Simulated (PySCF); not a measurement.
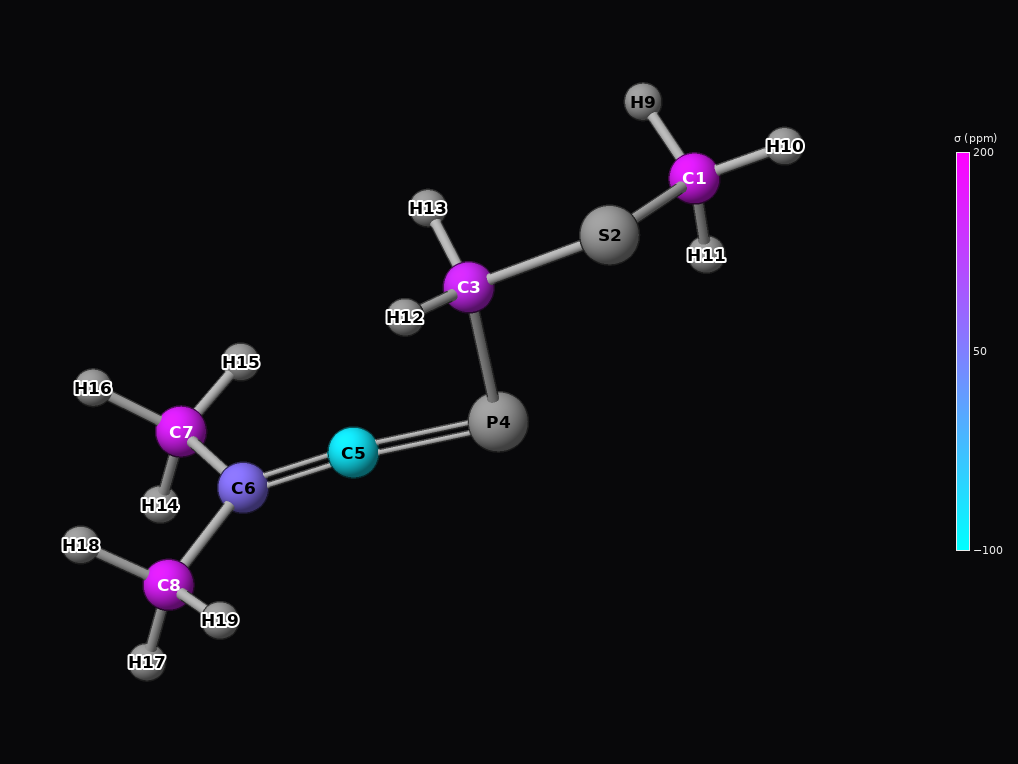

Atoms are coloured by their isotropic NMR shieldings (C only, the others grey). Computed geometry: GFN2-xTB optimisation. No frequency run is at hand to confirm it as a minimum. Properties computed with GIAO PBE0/pcSseg-1 NMR shielding, non-relativistic, gas phase (PySCF 2.14.0).

Which C atom is the most shielded (lowest chemical shift)?

Answer. C1 (166.6 ppm).

Which C atom is the least shielded (highest chemical shift)?

Answer. C5 (−76.9 ppm).

How wide is the range of C shifts?

Answer. 243.5 ppm.

List the isotropic NMR shieldings of the C atoms.

| atom | σ (ppm) |
| --- | --- |
| C1 | 166.6 |
| C3 | 149.2 |
| C5 | −76.9 |
| C6 | 62.6 |
| C7 | 162.3 |
| C8 | 162.6 |

The geometry is semi-empirical. Around P such bond lengths and angles can be off by a tenth of an ångström or more and by several degrees, and values that hang on the shape move with them.
